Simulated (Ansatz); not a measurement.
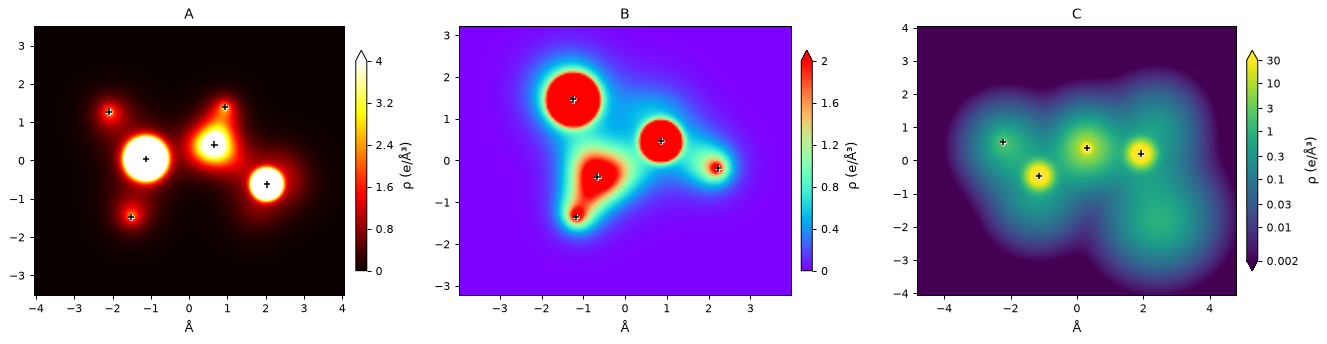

The electron density of 3 systems, each on a plane through atoms (crosses mark nuclei in the plane).

Method: Ansatz, isolated molecule in a Gaussian basis; Kohn-Sham density functional theory, functional PBE0.

System 1: GaH₅NP (SMILES P[NH][GaH2]), the plane of atoms P3, N2 and H5. Geometry: PBE0-D3(BJ)/def2-SVP.

```yaml
atoms:
  - { symbol: Ga, position_ang: [0.2901, 0.2326, -1.0688] }
  - { symbol: N, position_ang: [0.7239, -0.0891, 0.6829] }
  - { symbol: P, position_ang: [-0.2650, -0.2698, 2.0855] }
  - { symbol: H, position_ang: [1.4815, 0.3346, -2.0771] }
  - { symbol: H, position_ang: [1.7078, -0.1849, 0.9165] }
  - { symbol: H, position_ang: [-1.2630, -1.1791, 1.6030] }
  - { symbol: H, position_ang: [-1.1494, 0.8497, 1.9441] }
  - { symbol: H, position_ang: [-1.2347, 0.3725, -1.3776] }
```

System 2: BrH₅OSi₂ (SMILES [SiH3]O[SiH2]Br), the plane of atoms Si3, O2 and Si4. Geometry: PBE0-D3(BJ)/def2-SVP.

```yaml
atoms:
  - { symbol: Br, position_ang: [0.7485, -3.6663, 0.8436] }
  - { symbol: O, position_ang: [1.9301, -0.7107, 0.8852] }
  - { symbol: Si, position_ang: [2.9107, -0.6127, -0.4605] }
  - { symbol: Si, position_ang: [1.1428, -1.7397, 1.8941] }
  - { symbol: H, position_ang: [3.2196, 0.8265, -0.6807] }
  - { symbol: H, position_ang: [2.2048, -1.1707, -1.6491] }
  - { symbol: H, position_ang: [4.1751, -1.3712, -0.2289] }
  - { symbol: H, position_ang: [1.9816, -2.0496, 3.0809] }
  - { symbol: H, position_ang: [-0.1646, -1.1514, 2.2756] }
```

System 3: CH₂GeSi, the molecular plane. Geometry: r2SCAN-D4/def2-SVP.

```xyz
5

C    -1.4815    0.8353   -0.9225
Ge   -2.7629    1.9762   -1.8229
Si   -2.5047    1.3301    0.4064
H    -0.6129    0.2520   -1.2471
H    -2.3220    0.9028    1.8360
```

Q: Which map belongs to which system?

A: Panel A is system 1, GaH₅NP: the plane holds Ga, N, P and H. P–N (1.73 Å): the density is about 1.2 e/Å³ at the midpoint. Panel B is system 3, CH₂GeSi: the plane holds C, Ge, Si and H. C–Si (1.75 Å): ρ is about 1.1 e/Å³ halfway. Panel C is system 2, BrH₅OSi₂: the plane holds O, Si and H. Si–O (1.64 Å): ρ is about 1.2 e/Å³ halfway.
